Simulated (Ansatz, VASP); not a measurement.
**HfTi2 in two plane-wave programs**

Wanted: the spread between two codes on one cell, functional and k mesh. The cell is invented: other elements were put on sites of a known structure type. It may not be a known or stable phase. The cell comes out of the VASP series on this material, whose earlier steps may have relaxed, scaled or displaced it; both programs get it as it stands.

Calculated with Ansatz 0.2.0; plane waves, with VASP 6.6.1 beside it; relaxation of cell and atoms at LDA.

## 1. The starting structure

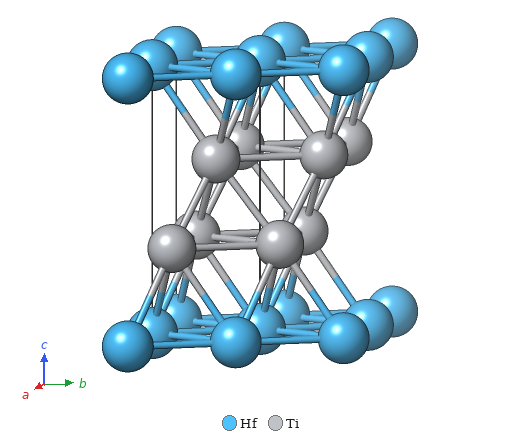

The cell as given, slightly off an axis (hafnium blue, titanium light grey). 2×2×1 cells are drawn. Some periodic images of atoms are drawn too.

## 2. Ansatz: relaxation of cell and atoms, LDA

Ansatz runs on its default PAW (the set named soft_2) files.

The relaxed volume is the usual yardstick between codes: its relative difference is about their pressure difference at one cell divided by the bulk modulus.

The input, input.yaml:

```yaml
crystal:
  lattice:
    - [2.9444178807, -6.0e-10, 0.0]
    - [-1.4722089362, 2.5499406854, 0.0]
    - [0.0, 0.0, 7.0210436629]
  atoms:
    - { symbol: Hf, position: [0.0, 0.0, 0.0] }
    - { symbol: Ti, position: [0.66666667, 0.33333333, 0.3437720962] }
    - { symbol: Ti, position: [0.33333333, 0.66666667, 0.6562279038] }
hamiltonian:
  xc: lda
  pseudopotentials: { kind: paw }
kpoints:
  mp_grid: { grid: [8, 8, 3] }
scf:
  occupations: { method: methfessel_paxton, width: 0.2 }
relax:
  f_tol: 0.01
  max_steps: 60
  cell: { stress_tol: 0.05 }
output:
  forces: true
  stress: true
```

Command:

```bash
ansatz run input.yaml --threads 4 --pin off --max-ram 9216MiB --backend cpu --events-out ev --progress --plain --runs-dir out
```

Numbers of over 12 decimals in the logs are rounded to 6 here.

What it wrote:

```text
Warning: the atoms were moved onto the symmetric positions of the space group found under crystal.symmetry.tolerance 1.0e-5 (fractional; no operation is sought that the atoms, as they stand in a round, miss by more than twice it, and no atom is moved by as much as it), and the run uses the moved positions. Before a round's move an operation carried an atom to 2.94e-8 Å from where it should land, the largest such dist [...]
Engine: ansatz 0.2.0, aarch64-unknown-linux-gnu
Pseudopotentials: kind: paw
Pseudopotential: Hf, paw, valence charge 26, recommended cutoff 420 eV (normal), Hf.paw.azcp
Pseudopotential: Ti, paw, valence charge 12, recommended cutoff 420 eV (normal), Ti.paw.azcp
Functional definition: SPW92
  exchange = slater_x
  correlation = pw_c
Crystal: 3 atoms, lattice volume = 52.715 Å³
Basis set: ecut = 420 eV, 1031 PW (Γ)
Bands: 30, of which v1, the nominal top of the filled ones, is band 25 counted from 1 (24 counted from 0)
Symmetry: 12 space group operations
Space group: P-3m1 (ITA 164), of the structure as read, at distance tolerance 3.7e-5 Å
k-points: 25 of 192
Non-local potential: Hf, projectors of the file, l = 0: 3, l = 1: 2, l = 2: 2, l = 3: 3
Non-local potential: Ti, projectors of the file, l = 0: 3, l = 1: 2, l = 2: 3, l = 3: 1
PAW form: soft (Blöchl's): semilocal exchange-correlation on the pseudo side does not see the compensation charge
PAW frozen core: Hf, regenerated for the run's functional, and the local potential with it (the file was generated under x = pbe(κ = 0.804, μ = 0.219515), c = pbe(β = 0.066725))
PAW frozen core: Ti, regenerated for the run's functional, and the local potential with it (the file was generated under x = pbe(κ = 0.804, μ = 0.219515), c = pbe(β = 0.066725))
PAW one-centre angular grid: Hf, 590 points (default); XC on 64 Gauss nodes
PAW one-centre angular grid: Ti, 590 points (default); XC on 64 Gauss nodes
Initial density: superposition of atomic densities (neutral atoms: chi_scale 0, normalization atom), corrected by the library's trained network
Initial wavefunctions: pseudopotential atomic-orbital guess
Functional: x = slater, c = lda
SCF iter   1: F=—  HF=-20377.143146 eV  |F-HF|=—  |Δ(HF+E_count)|=         —  Δρ=6.40e-3  dr2=2.18e-2  ethr=1.77e-3  ⟨swp⟩=3.0  Hψ=2287  notcnv=0
preconditioner: auto → Kerker (q_TF=auto, 2.704 Å⁻¹)  [metal: Δε(μ)=0.004 eV  Ē_g=18.179 eV  σ=0.200 eV  W_gap=0.02  n_scr=24 (ndim 8)  ℏωp=33.9 eV  f_vac=0.000  D(μ)=5.15/eV (n_scr^D=50)]
SCF iter   2: F=—  HF=-20377.142271 eV  |F-HF|=—  |Δ(HF+E_count)|=   8.75e-4  S|Δr|=    0.00e0  Δρ=3.57e-3  dr2=4.77e-3  ethr=4.35e-5  ⟨swp⟩=1.0  Hψ=950  notcnv=0
SCF iter   3: F=—  HF=-20377.142501 eV  |F-HF|=—  |Δ(HF+E_count)|=   2.30e-4  S|Δr|=    0.00e0  Δρ=9.27e-4  dr2=4.83e-4  ethr=9.54e-6  ⟨swp⟩=2.0  Hψ=937  notcnv=0
SCF iter   4: F=—  HF=-20377.142227 eV  |F-HF|=—  |Δ(HF+E_count)|=   2.75e-4  S|Δr|=    0.00e0  Δρ=3.95e-4  dr2=7.02e-5  ethr=9.65e-7  ⟨swp⟩=2.0  Hψ=1352  notcnv=0
SCF iter   5: F=—  HF=-20377.142224 eV  |F-HF|=—  |Δ(HF+E_count)|=   2.28e-6  S|Δr|=    0.00e0  Δρ=7.29e-5  dr2=2.14e-6  ethr=1.40e-7  ⟨swp⟩=2.0  Hψ=1068  notcnv=0
SCF iter   6: F=-20377.142224 eV  HF=-20377.142224 eV  |F-HF|=3.62e-8  |Δ(HF+E_count)|=   3.71e-7  S|Δr|=    0.00e0  Δρ=1.26e-5  dr2=8.57e-8  ethr=2.00e-10  ⟨swp⟩=4.0  Hψ=3292  notcnv=0
SCF 1 converged in 6 iterations: F = -20377.142224 eV  dr2 = 8.57e-8
  greatest PAW one-centre occupation: 0.999 electrons in one spin orbital (limit 2), on the Ti atom at site 2 (counted from 0), in its partial waves of l = 0
relax step   1: F+E_penalty+E_count = -20377.14222383 eV  Δ(F+E_penalty+E_count) = +0.000e0 eV  max|allowed force component| = 6.358e-2 eV/Å  Δτ_max = 0.0000 Å  P = +0.429 GPa  Ω = 52.715 Å³  (6 SCF iters, dr2 threshold 1.00e-7 eV, accepted)
[...]
relax step   2: F+E_penalty+E_count = -20377.14567358 eV  Δ(F+E_penalty+E_count) = -3.450e-3 eV  max|allowed force component| = 6.377e-3 eV/Å  Δτ_max = 0.0041 Å  P = -0.224 GPa  Ω = 53.016 Å³  energy of the carried Pulay correction = -6.766e-5 eV  (6 SCF iters, dr2 threshold 3.00e-7 eV, accepted)
[...]
relax step   3: F+E_penalty+E_count = -20377.14568283 eV  Δ(F+E_penalty+E_count) = -9.250e-6 eV  max|allowed force component| = 8.150e-3 eV/Å  Δτ_max = 0.0016 Å  P = +0.259 GPa  Ω = 52.798 Å³  energy of the carried Pulay correction = -1.885e-5 eV  (6 SCF iters, dr2 threshold 1.47e-7 eV, rejected (line search))
[...]
relax step   4: F+E_penalty+E_count = -20377.14577435 eV  Δ(F+E_penalty+E_count) = -1.008e-4 eV  max|allowed force component| = 3.398e-4 eV/Å  Δτ_max = 0.0007 Å  P = -0.000 GPa  Ω = 52.914 Å³  energy of the carried Pulay correction = -4.489e-5 eV  (8 SCF iters, accepted)
[...]
relax step   5: F+E_penalty+E_count = -20377.14584019 eV  Δ(F+E_penalty+E_count) = -6.583e-5 eV  max|allowed force component| = 3.922e-4 eV/Å  Δτ_max = 0.0000 Å  P = +0.002 GPa  Ω = 52.914 Å³  stress off target by 8.25e-3 GPa  SCF on the basis re-selected at this cell (its energy is not comparable with the rows above)  (5 SCF iters)
basis re-selected at this cell: Δ(F+E_penalty+E_count) = -6.583e-5 eV, ΔP = +0.003 GPa vs the last step (what re-selecting the basis moved, of the pressure what is left beyond the Pulay correction that the steps carried, after the strain that the cell walked since its last selection, with what the two solves' SCF thresholds leave and, on support functions, any second-order correction that the steps lacked; it is no m [...]
SCF converged after 5 iterations
Stability not checked: this state was not tested for a lower state beside it, because cold or Methfessel-Paxton smearing, or corrected tetrahedra, fill the levels in a way that the test cannot read (fill_not_monotonic; see scf.lower_state_search)
Free energy (F): -20377.145840 eV
Harris-Foulkes:  -20377.145840 eV  (|F-HF|=3.64e-12)
Internal energy: -20377.141446 eV  (E = F + TS)
E sigma→0 (E₀):  -20377.144742 eV
Entropy (-TS):   -0.004394 eV (-1.465 meV/atom)
Fermi energy:    16.884691 eV
--- Per-component energies (eV) ---
  E_band       = -251.311255
  E_kinetic    = 977.877147
  E_local      = -7696.786416  (includes V_loc(G=0)·N_el)
  E_nonlocal   = -1207.409131
  E_hartree    = 3561.003304
  E_xc         = -493.437767
  E_vxc        = -513.112046  (∫ρ·V_xc dr)
  E_paw        = -8685.896704  (= ΣΔE_a)
  E_vpaw       = 1066.112187  (= ΣTr[D̂ρ^β])
  E_aug_tail   = 0.000206  (compensation charges beyond the density's cutoff)
  E_ewald      = -6835.601229
  E_core_change = 3.109143  (= ΣΔE_core)
  E_smearing   = -0.004394  (= −TS)
  E_closure    = -0.000000  (closes the sum)
  Σ components = -20377.145840   (vs F -20377.145840, Δ=0.00e0)
--- Forces (eV/Å), atoms counted from 1 ---
  atom   1  Hf     0.00000000     0.00000000     0.00000000
  atom   2  Ti    -0.00000000     0.00000000    -0.00039216
  atom   3  Ti     0.00000000     0.00000000     0.00039216
  max |Σ_I F_I| component: 1.16e-18 eV/Å
--- Stress (GPa, compression-positive) ---
       -0.000553       0.000000       0.000000
       -0.000000      -0.000553       0.000000
        0.000000       0.000000       0.008246
  P = ⅓ Tr σ = 0.0024 GPa (0.024 kbar)
--- Relaxed structure (4 steps of the walk, 3 accepted, 1 SCFs on fresh bases) ---
  F+E_penalty+E_count = -20377.14584019 eV   max|allowed force component| = 3.922e-4 eV/Å   (the final SCF, on the basis selected at the relaxed cell)
  cell:  # Å, volume = 52.9142 Å³
    - [2.932322, -2.6849282145310595e-9, 0]
    - [-1.466161, 2.539465, 0]
    - [0, 0, 7.105882]
  atoms:
    - { symbol: Hf, position: [0, 0, 0] }
    - { symbol: Ti, position: [0.666667, 0.333333, 0.343086] }
    - { symbol: Ti, position: [0.333333, 0.666667, 0.656914] }
```

Wall time 11 s (4 threads of Arm Neoverse N1, shared host); peak memory 0.37 GiB; 21 s of CPU time.

## 3. VASP: relaxation of cell and atoms, LDA

The same cell, functional (in two slightly different forms), mesh and smearing now go to VASP, with its own data sets and cutoff.

Lines of VASP's logs that name or quote its potential files are left out, and so is its time.

The input, INCAR:

```
SYSTEM = HfTi2
PREC = Accurate
ENCUT = 400
EDIFF = 1E-06
NELM = 100
ISMEAR = 1
SIGMA = 0.2
LREAL = .FALSE.
ALGO = Normal
GGA = CA
LORBIT = 11
LWAVE = .FALSE.
LCHARG = .FALSE.
IBRION = 2
NSW = 60
ISIF = 3
EDIFFG = -0.01
```

The input, POSCAR:

```
HfTi2
1.0
    2.9444178807     -0.0000000006      0.0000000000
   -1.4722089362      2.5499406854      0.0000000000
    0.0000000000      0.0000000000      7.0210436629
Hf Ti
1 2
Direct
    0.0000000000      0.0000000000      0.0000000000
    0.6666666700      0.3333333300      0.3437720962
    0.3333333300      0.6666666700      0.6562279038
```

The input, KPOINTS:

```
Automatic mesh
0
Gamma
8 8 3
0 0 0
```

Potentials, in the order of the species: Hf_pv and Ti_sv (LDA family, release 64).

Command:

```bash
mpirun -np 1 vasp_std
```

What it wrote:

```text
[banner, memory and clock lines left out]
running    1 mpi-ranks, on    1 nodes
 distrk:  each k-point on    1 cores,    1 groups
 distr:  one band on    1 cores,    1 groups

 POSCAR found type information on POSCAR HfTi
 POSCAR found :  2 types and       3 ions
 LDA part: xc-table for (Slater(with rela. corr.)+CA(PZ))
 , standard interpolation
 POSCAR, INCAR and KPOINTS ok, starting setup
 FFT: planning ... GRIDC
 FFT: planning ... GRID_SOFT
 FFT: planning ... GRID
 WAVECAR not read
 entering main loop
       N       E                     dE             d eps       ncg     rms          rms(c)
DAV:   1     0.310004831552E+03    0.31000E+03   -0.15872E+04  1074   0.158E+03
DAV:   2     0.818194143464E+01   -0.30182E+03   -0.29691E+03  1065   0.481E+02
DAV:   3    -0.272952529063E+02   -0.35477E+02   -0.34455E+02  2055   0.129E+02
DAV:   4    -0.299775877691E+02   -0.26823E+01   -0.26471E+01  1399   0.298E+01
DAV:   5    -0.301128146305E+02   -0.13523E+00   -0.13491E+00  1599   0.654E+00    0.619E+01
DAV:   6    -0.295838752646E+02    0.52894E+00   -0.29523E+01  1499   0.476E+01    0.108E+01
DAV:   7    -0.309242228642E+02   -0.13403E+01   -0.56987E+01  1496   0.334E+01    0.501E+01
DAV:   8    -0.275170324815E+02    0.34072E+01   -0.11930E+01  1499   0.263E+01    0.115E+01
DAV:   9    -0.274639892823E+02    0.53043E-01   -0.18256E+00  1670   0.711E+00    0.240E+00
DAV:  10    -0.274600028869E+02    0.39864E-02   -0.15377E-01  1457   0.298E+00    0.866E-01
DAV:  11    -0.274624129574E+02   -0.24101E-02   -0.24014E-02  1504   0.116E+00    0.553E-01
DAV:  12    -0.274600727449E+02    0.23402E-02   -0.18090E-02  1492   0.795E-01    0.215E-01
DAV:  13    -0.274600264409E+02    0.46304E-04   -0.61192E-04  1471   0.159E-01    0.116E-01
DAV:  14    -0.274600307838E+02   -0.43428E-05   -0.23260E-05  1456   0.293E-02    0.113E-01
DAV:  15    -0.274600427046E+02   -0.11921E-04   -0.13807E-05  1254   0.194E-02    0.171E-01
DAV:  16    -0.274600350800E+02    0.76246E-05   -0.38865E-04  1541   0.110E-01    0.194E-01
DAV:  17    -0.274600154431E+02    0.19637E-04   -0.59078E-05  1346   0.538E-02    0.105E-01
DAV:  18    -0.274600134081E+02    0.20350E-05   -0.81338E-06  1238   0.171E-02    0.536E-02
DAV:  19    -0.274600131269E+02    0.28115E-06   -0.28178E-06  1013   0.128E-02
   1 F= -.27460013E+02 E0= -.27458503E+02  d E =-.274600E+02
[...]
2 F= -.27462534E+02 E0= -.27461251E+02  d E =-.252101E-02
[...]
3 F= -.27462912E+02 E0= -.27461796E+02  d E =-.289884E-02
[...]
4 F= -.27462922E+02 E0= -.27461785E+02  d E =-.290926E-02
[...]
5 F= -.27462924E+02 E0= -.27461797E+02  d E =-.165040E-05
 trial-energy change:   -0.000002  1 .order   -0.000020   -0.000738    0.000697
 step:   0.5516(harm=  0.5734)  dis= 0.00066  next Energy=   -27.463103 (dE=-0.180E-03)
 bond charge predicted
       N       E                     dE             d eps       ncg     rms          rms(c)
DAV:   1    -0.274665148745E+02   -0.35915E-02   -0.95659E-02  1490   0.397E+00    0.627E-01
DAV:   2    -0.274647036692E+02    0.18112E-02   -0.28972E-02  1619   0.153E+00    0.746E-01
DAV:   3    -0.274632259593E+02    0.14777E-02   -0.12408E-02  1681   0.554E-01    0.211E-01
DAV:   4    -0.274629976949E+02    0.22826E-03   -0.14303E-03  1650   0.296E-01    0.602E-02
DAV:   5    -0.274630507906E+02   -0.53096E-04   -0.33263E-04  1487   0.102E-01    0.616E-02
DAV:   6    -0.274630842383E+02   -0.33448E-04   -0.66533E-05  1570   0.374E-02    0.199E-02
DAV:   7    -0.274631034873E+02   -0.19249E-04   -0.42833E-05  1530   0.314E-02    0.818E-03
DAV:   8    -0.274631043451E+02   -0.85777E-06   -0.45124E-06  1102   0.103E-02
   6 F= -.27463104E+02 E0= -.27461972E+02  d E =-.181954E-03
 curvature:  -0.34 expect dE=-0.177E-05 dE for cont linesearch -0.934E-06
 trial: gam= 0.00000 g(F)=  0.100E-05 g(S)=  0.417E-05 ort =-0.465E-04 (trialstep = 0.100E+01)
 search vector abs. value=  0.518E-05
 reached required accuracy - stopping structural energy minimisation
```

OUTCAR, selected parts (step 3):

```text
ion  position               nearest neighbor table
   1  0.000  0.000  0.000-   2 2.95   3 2.95   3 2.95   2 2.95   2 2.95   3 2.95
   2  0.667  0.333  0.344-   3 2.78   3 2.78   3 2.78   1 2.95   1 2.95   1 2.95
   3  0.333  0.667  0.656-   2 2.78   2 2.78   2 2.78   1 2.95   1 2.95   1 2.95

  LATTYP: Found a hexagonal cell.
 ALAT       =     2.9444178807
 C/A-ratio  =     2.3845269073

 Subroutine GETGRP returns: Found 12 space group operations
 (whereof 12 operations were pure point group operations)

The static configuration has the point symmetry D_3d.

 Found     25 irreducible k-points:

   k-points           NKPTS =     25   k-points in BZ     NKDIM =     25   number of bands    NBANDS=     21

   dimension x,y,z NGX =    20 NGY =   20 NGZ =   48
   dimension x,y,z NGXF=    40 NGYF=   40 NGZF=   96

   ENCUT  =  400.0 eV  29.40 Ry    5.42 a.u.   4.80  4.80 11.45*2*pi/ulx,y,z

   NELECT =      34.0000    total number of electrons

 k-points in reciprocal lattice and weights: Automatic mesh
   0.00000000  0.00000000  0.00000000       0.005
   0.12500000 -0.00000000  0.00000000       0.031
   0.25000000 -0.00000000  0.00000000       0.031
   0.37500000 -0.00000000  0.00000000       0.031
   0.50000000 -0.00000000  0.00000000       0.016
   0.12500000  0.12500000  0.00000000       0.031
   0.25000000  0.12500000  0.00000000       0.062
   0.37500000  0.12500000  0.00000000       0.062
   0.25000000  0.25000000  0.00000000       0.031
[...]
0.25000000  0.25000000  0.33333333       0.062
   0.37500000  0.25000000  0.33333333       0.062

 average (electrostatic) potential at core
       1 -34.3046       2 -73.0344       3 -73.0344

 E-fermi :   7.4265

 k-point     1 :       0.0000    0.0000    0.0000
  band No.  band energies     occupation
    ...
     11     -21.8073      2.00000
     12       0.6597      2.00000
     13       3.3143      2.00000
     14       4.2383      2.00000
     15       7.4357      0.92251
     16       7.7044     -0.06432
     17       8.2462     -0.00000
     18       8.2462     -0.00000
     19       8.2672     -0.00000
     20       8.2672     -0.00000
    ...

 k-point     2 :       0.1250   -0.0000    0.0000
  band No.  band energies     occupation
    ...
     12       1.2001      2.00000
     13       3.8132      2.00000
     14       4.5654      2.00000
     15       7.0466      2.02182
     16       7.3543      1.56903
     17       7.9494     -0.00137
     18       7.9779     -0.00068
     19       8.3272     -0.00000
     20       8.4123     -0.00000
     21       8.5470     -0.00000

 k-point     3 :       0.2500   -0.0000    0.0000
  band No.  band energies     occupation
    ...
     14       5.2179      2.00000
     15       6.2239      2.00000
     16       7.0670      2.02904
     17       7.2872      1.91718
     18       7.3951      1.26188
     19       8.0488     -0.00010
     20       8.6106     -0.00000
     21       8.7610     -0.00000

  Total       -0.0029013     -0.0029013     -0.0155766     -0.0000000      0.0000000     -0.0000000
  in kB       -0.0882375     -0.0882375     -0.4737366     -0.0000000      0.0000000     -0.0000000
  external PRESSURE =      -0.2167372 kB  Pullay stress =       0.0000000 kB

  energy-cutoff  :      400.00
  volume of cell :       52.68
      direct lattice vectors                 reciprocal lattice vectors
     2.929427326 -0.000000001 -0.000000000     0.341363649  0.197086394 -0.000000000
    -1.464713659  2.536958484 -0.000000000     0.000000000  0.394172789 -0.000000000
     0.000000000  0.000000000  7.088418428     0.000000000  0.000000000  0.141075193

 POSITION                                       TOTAL-FORCE (eV/Angst)
 -----------------------------------------------------------------------------------
      0.00000      0.00000      7.08842        -0.000000     -0.000000      0.000000
      1.46471      0.84565      2.43048        -0.000000     -0.000000     -0.003226
     -0.00000      1.69131      4.65794         0.000000      0.000000      0.003226
 -----------------------------------------------------------------------------------
    total drift:                               -0.000000      0.000000     -0.000000

  FREE ENERGIE OF THE ION-ELECTRON SYSTEM (eV)
  ---------------------------------------------------
  free  energy   TOTEN  =       -27.4631043451 eV

  energy  without entropy=      -27.4597077511  energy(sigma->0) =      -27.46197215

 reached required accuracy - stopping structural energy minimisation

 total charge
# of ion       s       p       d       tot
------------------------------------------
    1        0.439   6.414   1.829   8.682
    2        2.251   6.119   1.962  10.331
    3        2.251   6.119   1.962  10.331
--------------------------------------------------
tot          4.940  18.651   5.753  29.344

[... 3 further parts left out ...]
```

CONTCAR:

```
HfTi2
   1.00000000000000
     2.9294273258547134   -0.0000000006183469   -0.0000000000000000
    -1.4647136588170191    2.5369584840801624   -0.0000000000000000
     0.0000000000000001    0.0000000000000000    7.0884184279412947
  Hf              Ti
     1     2
Direct
     0.0000000000000000    0.0000000000000000    1.0000000000000000
     0.6666666699999979    0.3333333300000021    0.3428803870892900
     0.3333333300000021    0.6666666699999979    0.6571196129107101
```

## 4. Side by side

Known differences besides the PAW data sets themselves: the two LDA forms differ slightly; both relaxations stop at a tolerance, which leaves soft axes loose, and VASP keeps its plane-wave basis; the data sets hold 50 valence electrons in Ansatz (default PAW (the set named soft_2) files) and 34 in VASP; the cutoff is 420 eV in Ansatz and 400 eV in VASP; Ansatz makes its cores anew for this functional, VASP keeps those of its LDA data sets; Ansatz adds a Pulay correction to the stress that steers its cell, VASP none. Total energies have different zeros and are not compared.

Both answers:

```tsv
quantity	Ansatz	VASP	difference
volume (Å³)	52.91	52.68	+0.44 %
edge a after relaxation, in the typed setting (Å)	2.932	2.929	+0.10 %
edge c after relaxation, in the typed setting (Å)	7.106	7.088	+0.25 %
```

The walks stopped with 0.00 GPa left in Ansatz and -0.02 GPa in VASP; each walk ends within a tolerance, so the volume difference is uncertain by about these residues over the bulk modulus, most in soft cells.

## 5. Summary of results

```
difference in volume (relaxation of cell and atoms, LDA) : 0.44 %
```

In words: The difference in volume is 0.44 % (relaxation of cell and atoms, LDA), within the 1.2 % picked in this series as the mark of a large difference, as far as the stopping tolerances let one tell. How closely two codes agree says nothing of how well the functional describes the real material.

[Lines on the potential files, build, host, timing and source positions are cut from VASP's logs without a mark.]

[Logs are printed without paths, hosts, clocks, repeated set-up lines and the standing remarks that a program may print on its own settings, such as how far it seeks lower states.]

[Hosts, paths, dates, database ids (printed as entryN), source tags and the programs' standing remarks are cut or masked in the printed files.]
